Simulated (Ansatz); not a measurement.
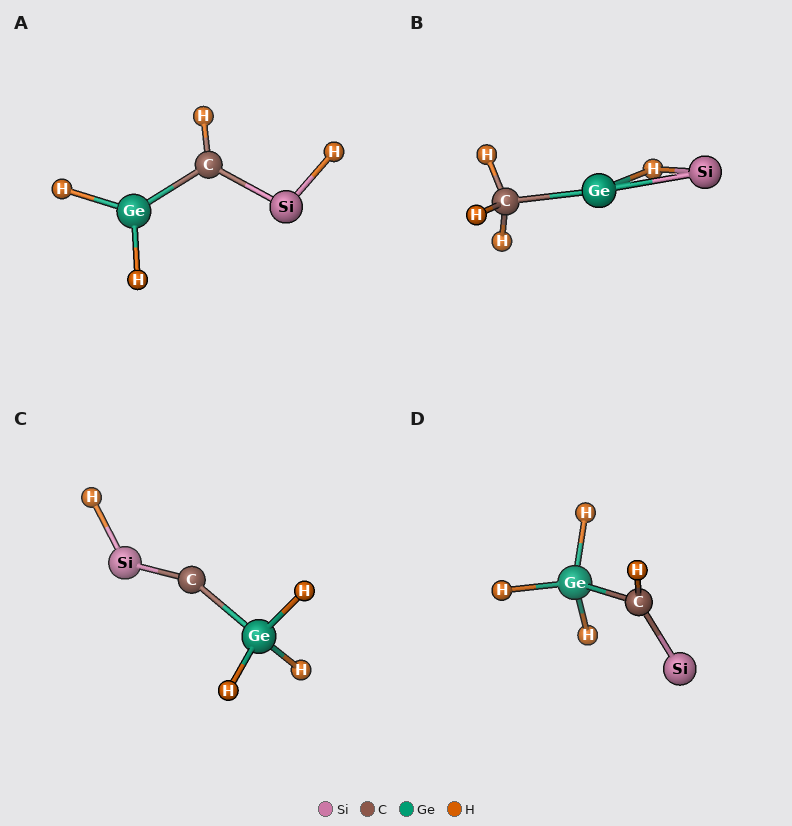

4 stationary structures of one formula. Geometries: PBE0-D4/def2-TZVP. Electronic energies: ωB97M-V/def2-TZVPP (Ansatz 0.2.0), without zero-point energy. No frequency run is at hand to confirm each as a minimum. Each is one conformer, not always the lowest.

Question: Which is lowest in energy, and by how much?

Answer: B is lowest (Cs); D lies 18.9 kJ/mol above it (Cs), A lies 91.8 kJ/mol above it (Cs), C lies 215.5 kJ/mol above it.
